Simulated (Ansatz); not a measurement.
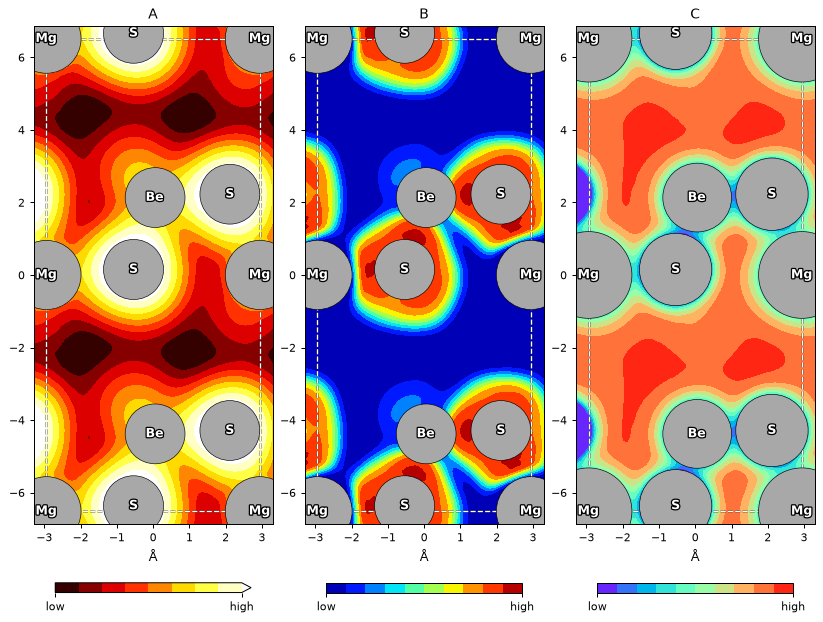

Mg₂BeS₃: 3 fields on the (11̄0) plane of the conventional cell, with unlabelled colour scales. Grey discs cover the atomic cores.

Space group Cmc2₁; a generated structure, not necessarily the stable one; changed on purpose from its base cell (volume × 0.91, shape and atoms relaxed); computed pressure about 7 GPa in this cell.

Level of theory: Ansatz, DFT PBE, scalar-relativistic, plane waves, PAW.

```
Mg Be S
1.0
    11.27804    0.00000    0.00000
     0.00000   -6.52682    0.00000
     0.00000    0.00000   -5.88388
Mg Be S
8 4 12
Cartesian
  1.8217 -2.1371 -5.8675
  7.4608 -5.4005 -5.8675
  3.8173 -1.1263 -2.9255
  9.4563 -4.3897 -2.9255
  3.8173 -5.4005 -5.8675
  9.4563 -2.1371 -5.8675
  1.8217 -4.3897 -2.9255
  7.4608 -1.1263 -2.9255
  0.0000 -1.0246 -2.9792
  5.6390 -4.2881 -2.9792
  0.0000 -5.5022 -0.0373
  5.6390 -2.2388 -0.0373
  3.9502 -5.3293 -2.3849
  9.5893 -2.0659 -2.3849
  1.6888 -2.0659 -2.3849
  7.3278 -5.3293 -2.3849
  0.0000 -5.6877 -2.0982
  5.6390 -2.4243 -2.0982
  1.6888 -4.4609 -5.3268
  7.3278 -1.1975 -5.3268
  3.9502 -1.1975 -5.3268
  9.5893 -4.4609 -5.3268
  0.0000 -0.8392 -5.0401
  5.6390 -4.1026 -5.0401
```

Question: Which field does each panel show? The fields are: electron localisation function, electrostatic potential energy of an electron and valence pseudo-density.

Answer: Panel A: valence pseudo-density. Panel B: electron localisation function. Panel C: electrostatic potential energy of an electron (low next to the atoms, rising into the space between them). From the grid: Be–S (2.07 Å): the density is about 0.7 e/Å³ at the midpoint; the ELF peaks at about 0.95 between the atoms, as expected for a shared but strongly polarised pair. Mg–S (2.41 Å): ρ at the midpoint is about 0.4 e/Å³; the ELF peaks at about 0.90 in the valence shell of S, 1.0 Å from its nucleus, and falls to about 0.05 next to Mg; a largely ionic contact.
